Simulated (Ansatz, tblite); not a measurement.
# In5P4 zinc blende ring disc (In₅P₄H₁₆−): spin states and exact exchange

Aim: set other spin states of In5P4 zinc blende ring disc (In₅P₄H₁₆−) against its singlet, on many levels of theory.

Program: Ansatz 0.2.0, Gaussian basis. Level of theory: as each input shows. These are calculated values, not measurements.

The runs, in order: triplet, at the geometry of the singlet (GFN1-xTB, GFN2-xTB, PBE0-D4/def2-SVP, PBE-D4/def2-SVP); the singlet's energies come from earlier runs.

6 further runs of the same task are left out: 3 that didn't finish, 3 set aside as unsound or not needed. Runs told in other sessions of the task aren't counted.

## 1. The relaxed structure

The singlet was relaxed beforehand with PBE0-D4/def2-SVP.

25 atoms, charge -1, spin multiplicity 1.

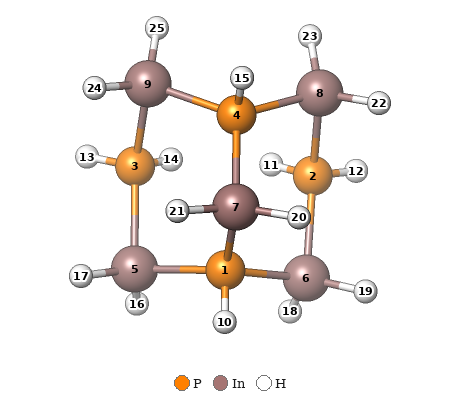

The structure; phosphorus orange, indium brown, hydrogen white; atoms are numbered from 1 in the order of the file.

In takes a core potential in the def2 sets. No spin-orbit coupling is included. The ion is computed in the gas phase, without counter-ions or solvent.

## 2. Triplet at the fixed geometry, GFN1-xTB

Tight binding, by tblite at 300 K electronic temperature and without a spin-polarisation term:

```python
tblite.interface.Calculator('GFN1-xTB', numbers, positions, charge=-1, uhf=2).singlepoint()
```

Energy -736.1718 eV; 0.039 s.

## 3. Triplet at the fixed geometry, GFN2-xTB

Tight binding, by tblite at 300 K electronic temperature and without a spin-polarisation term:

```python
tblite.interface.Calculator('GFN2-xTB', numbers, positions, charge=-1, uhf=2).singlepoint()
```

Energy -665.1155 eV; 0.04 s.

## 4. Triplet at the fixed geometry, PBE0-D4/def2-SVP

The input, in.yaml:

```yaml
crystal:
  periodic: [false, false, false]
  atoms:
    - {symbol: P, position_ang: [-1.404728, -1.404138, 1.107039]}
    - {symbol: P, position_ang: [1.578482, -1.574534, -1.404593]}
    - {symbol: P, position_ang: [-1.577247, 1.571479, -1.407521]}
    - {symbol: P, position_ang: [1.402216, 1.405277, 1.108058]}
    - {symbol: In, position_ang: [-3.200838, -0.151214, -0.242371]}
    - {symbol: In, position_ang: [-0.151757, -3.196232, -0.247690]}
    - {symbol: In, position_ang: [-0.000327, -0.001042, 2.793798]}
    - {symbol: In, position_ang: [3.198518, 0.153831, -0.242482]}
    - {symbol: In, position_ang: [0.148675, 3.195879, -0.248295]}
    - {symbol: H, position_ang: [-2.207322, -2.209979, 1.965905]}
    - {symbol: H, position_ang: [0.896027, -0.888847, -2.445650]}
    - {symbol: H, position_ang: [2.390415, -2.383478, -2.247331]}
    - {symbol: H, position_ang: [-2.385091, 2.378258, -2.256159]}
    - {symbol: H, position_ang: [-0.888847, 0.883973, -2.443369]}
    - {symbol: H, position_ang: [2.204235, 2.210453, 1.967989]}
    - {symbol: H, position_ang: [-3.853273, -1.134016, -1.526851]}
    - {symbol: H, position_ang: [-4.225077, 0.822136, 0.775302]}
    - {symbol: H, position_ang: [-1.131696, -3.842684, -1.537326]}
    - {symbol: H, position_ang: [0.819770, -4.225977, 0.766348]}
    - {symbol: H, position_ang: [1.080755, -1.077764, 3.637485]}
    - {symbol: H, position_ang: [-1.077692, 1.076467, 3.641187]}
    - {symbol: H, position_ang: [4.224539, -0.815764, 0.777007]}
    - {symbol: H, position_ang: [3.851222, 1.137199, -1.526583]}
    - {symbol: H, position_ang: [-0.823732, 4.222355, 0.767991]}
    - {symbol: H, position_ang: [1.132773, 3.848359, -1.531877]}
basis:
  gaussian: {orbitals: def2-SVP}
total_charge: -1
magnetization: {spin_polarized: true, initial_magnetization: 2}
hamiltonian: {xc: pbe0, dispersion: d4}
scf: {omitted_lower_state_checks: [starts]}
output: {orbitals: {seedname: orbitals}}
```

Launch:

```
$ ansatz run in.yaml --threads 4 --pin off --events-out ev --progress --plain --max-ram 6963MiB
```

Output:

```text
Functional definition: PBE0
  name "PBE0"
  cite "Adamo & Barone, J. Chem. Phys. 110, 6158 (1999) doi:10.1063/1.478522"
  cite "Perdew, Burke & Ernzerhof, Phys. Rev. Lett. 77, 3865 (1996) doi:10.1103/PhysRevLett.77.3865"
  parent pbe
  parameter a = 0.25
  parameter kappa = 0.804
  parameter beta = 0.06672455060314922
  exchange = (1 - a)*pbe_x(kappa = kappa, mu = beta*pi^2/3) + a*exact_x
  correlation = pbe_c(beta = beta)
these checks for a lower state are left out or cut short: starts
3155 factors; integrals over basis functions are off by at most 7.3e-4 eV
mean field evaluation 1: about -63253.3168 eV, gradient 2.3e1 eV
mean field evaluation 2: about -63246.3838 eV, gradient 3.5e1 eV
mean field evaluation 4: about -63256.9668 eV, gradient 8.4e0 eV
mean field evaluation 8: about -63257.7476 eV, gradient 1.4e0 eV
mean field evaluation 16: about -63258.0234 eV, gradient 9.5e-2 eV
mean field evaluation 32: about -63258.0247 eV, gradient 6.2e-3 eV
mean field -63258.07096942 eV, -2324.6912302656 hartree, gradient 9.8e-6 eV, S^2 2.006892; 0 other end points of the search recorded, 0 dependent functions left out
reference -63258.07104793 eV, -2324.6912331510 hartree; 92, 90 occupied and 190, 192 virtual orbitals, 3155 factors
Total energy: -63259.25107912 eV, -2324.7345984974 hartree
Checks for a lower state left out: starts
```

Wall time 1.9 min (4 threads of Arm Neoverse V2, shared host); peak memory 2.9 GiB.

From the report: HOMO 0.72 eV, LUMO -2.73 eV (over both spins; with the spin held, an empty level of the minority spin lies below the top filled one); ⟨S²⟩ 2.007 (pure: 2.00). Doubts: highest occupied level lies above zero.

## 5. Triplet at the fixed geometry, PBE-D4/def2-SVP

start.molden holds the orbitals of an earlier run on this state, given as this run's starting guess.

in.yaml: that of step 4 with these lines changed.

```diff
@@ -29,6 +29,6 @@
 basis:
-  gaussian: {orbitals: def2-SVP}
+  gaussian: {orbitals: def2-SVP, initial_orbitals: start.molden}
 total_charge: -1
 magnetization: {spin_polarized: true, initial_magnetization: 2}
-hamiltonian: {xc: pbe0, dispersion: d4}
+hamiltonian: {xc: pbe, dispersion: d4}
 scf: {omitted_lower_state_checks: [starts]}
```

The command is unchanged.

Output:

```text
Functional definition: PBE
  name "PBE"
  cite "Perdew, Burke & Ernzerhof, Phys. Rev. Lett. 77, 3865 (1996) doi:10.1103/PhysRevLett.77.3865"
  parent pbe
  parameter kappa = 0.804
  parameter beta = 0.06672455060314922
  exchange = pbe_x(kappa = kappa, mu = beta*pi^2/3)
  correlation = pbe_c(beta = beta)
these checks for a lower state are left out or cut short: starts
3336 factors; their error is unknown
mean field evaluation 1: about -63253.9902 eV, gradient 6.8e0 eV
mean field evaluation 2: about -63254.3028 eV, gradient 3.8e-1 eV
mean field evaluation 4: about -63254.2867 eV, gradient 1.5e-1 eV
mean field evaluation 8: about -63254.2945 eV, gradient 5.7e-2 eV
mean field evaluation 16: about -63254.2959 eV, gradient 2.1e-5 eV
mean field -63254.29588782 eV, -2324.5524985756 hartree, gradient 2.8e-6 eV, S^2 2.002999; 0 other end points of the search recorded, 0 dependent functions left out
reference -63254.29599365 eV, -2324.5525024649 hartree; 92, 90 occupied and 190, 192 virtual orbitals, 3336 factors
Total energy: -63255.60007977 eV, -2324.6004267460 hartree
Checks for a lower state left out: starts
```

Run time: 73 s. Hardware: 4 threads of Arm Neoverse V2, shared host; peak memory 1.9 GiB.

Report: HOMO 1.19 eV, LUMO -3.16 eV (over both spins; with the spin held, an empty level of the minority spin lies below the top filled one); ⟨S²⟩ 2.003 (pure: 2.00). Doubts: highest occupied level lies above zero.

## 6. Triplet less singlet, vertical

The singlet's energies are those of its earlier runs, whose logs aren't repeated here.

```csv
level,"triplet less singlet, vertical (kcal/mol)",time
GFN1-xTB,+92.0,0.07 s
GFN2-xTB,+93.1,0.064 s
PBE-D4/def2-SVP,+102.2,82 s
PBE0-D4/def2-SVP,+113.3,2.2 min
```

Times add the two runs; a level without a time comes out of a correlated run. Tight binding without a spin term can't rank spin states.

## 7. What came out

| quantity | value |
| --- | --- |
| triplet less singlet, vertical, functionals in def2-SVP | +102.2 (PBE-D4) to +113.3 kcal/mol (PBE0-D4) |

What this shows: All functionals put the triplet above the singlet, over a spread of 11.1 kcal/mol. The checks for a lower triplet were left out, so another state of that spin may lie lower. These are electronic energies, without zero-point motion, entropy or surroundings.

The anion's highest level is positive in at least one run, so there the basis alone may hold the extra electron.
